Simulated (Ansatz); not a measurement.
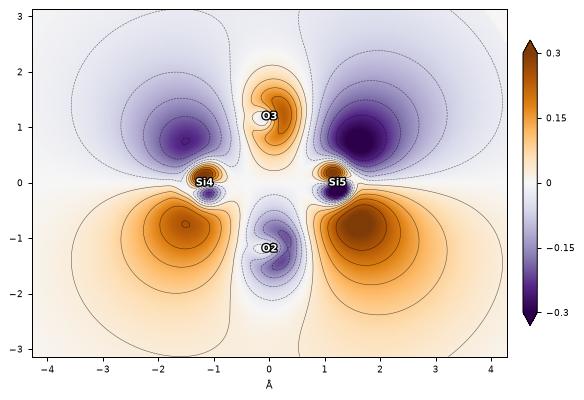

*ClH3O2Si2. One frontier orbital on the plane of atoms O2, Si4 and O3 (values in Å⁻³ᐟ²; the overall sign is arbitrary).*

Geometry: B3LYP/6-31G*.

Level of theory: isolated molecule in a Gaussian basis; Kohn-Sham density functional theory, functional PBE0 (Ansatz).

Input

```
basis:
  gaussian:
    orbitals: def2-TZVPD
crystal:
  periodic: [false, false, false]
  atoms:
    - {symbol: Cl, position_ang: [-2.133256, 1.338685, -0.929687]}
    - {symbol: O, position_ang: [-0.333069, -1.038443, 0.029601]}
    - {symbol: O, position_ang: [0.880273, 0.554324, -1.269194]}
    - {symbol: Si, position_ang: [-0.682639, -0.067779, -1.299391]}
    - {symbol: Si, position_ang: [1.247123, -0.410016, 0.083709]}
    - {symbol: H, position_ang: [-1.058067, -0.783704, -2.528092]}
    - {symbol: H, position_ang: [2.292257, -1.423123, -0.182341]}
    - {symbol: H, position_ang: [1.544312, 0.363200, 1.309567]}
hamiltonian:
  xc: {name: PBE0}
output:
  forces: true
  orbitals: {seedname: orbitals}
```

Command:

```sh
ansatz run input.yaml --threads 1 --pin off --max-ram 2610MiB --events-out events.jsonl --progress --plain --runs-dir runs
```

Q: Which orbital is it: HOMO or LUMO?

A: The LUMO, at −0.89 eV. Its weight (Hirshfeld) is mainly on Si5 (about 45 %) and Si4 (about 20 %).
